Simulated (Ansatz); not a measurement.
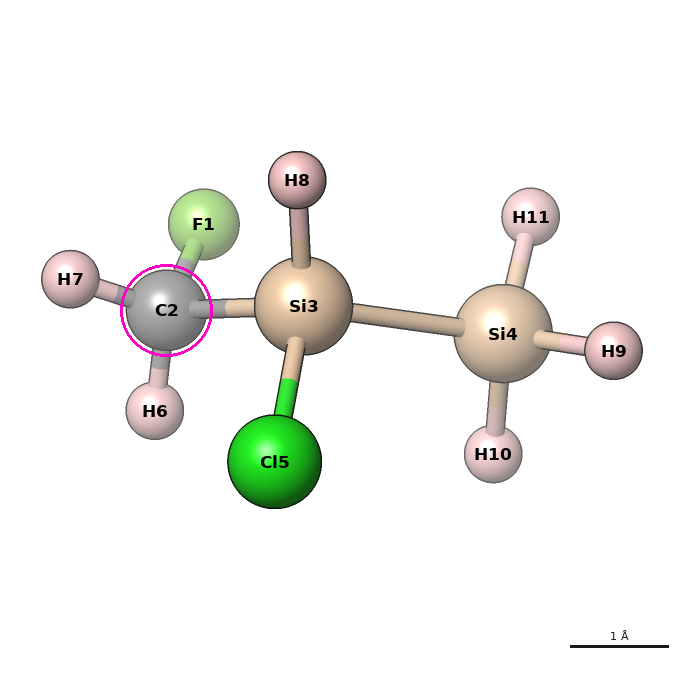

Orthographic view. Distant atoms are faded towards the background colour. The geometry was computed by an optimisation with PBE-D4/def2-SVP. No frequency run is at hand to confirm it as a minimum.

Q: Name the neighbours of the circled atom.

A: The circled atom is C2; it is bonded to F1, Si3, H6, H7.

Q: Which atom is nearest the viewer?

A: Cl5, 2.2 Å in front of the mean position.

Q: What is the shortest path along bonds from the circled atom to H11?

A: C2–Si3–Si4–H11, 3 bonds; through space the two are 3.90 Å apart.

Q: Of Si4 and H9, which is nearer the viewer?

A: H9; the bond to Si4 points away from the viewer, so it looks shorter than its 1.50 Å.
